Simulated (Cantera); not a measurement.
Input: 1 mol Si3N4, 0.23 mol H2O, 4.3 mol N2, equilibrated at 0.250 bar.

These are equilibrium values from Cantera (NASA tables, ideal gas, pure condensed phases), not measurements of a reactor. Candidate condensed phases: H2O, Si, SiO2, Si2N2O, Si3N4; 35 gas species. Mutual solubility and eutectic melting of coexisting phases are not modelled. The tables' values for SiN are old estimates; treat these amounts as uncertain. Rates play no part.

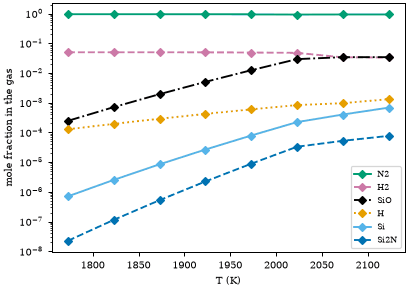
Fig. 1. Equilibrium gas composition (values under 1e-9 drawn at 1e-9)

From 1773 K to 2023 K the condensed part is Si2N2O(s) + Si3N4(s). From 2073 K to 2123 K the condensed part is Si(l). The main Si-bearing gas is SiO throughout. The share of Si in condensed phases is highest at 1773 K (100.0 %) and lowest at 2123 K (92.1 %).
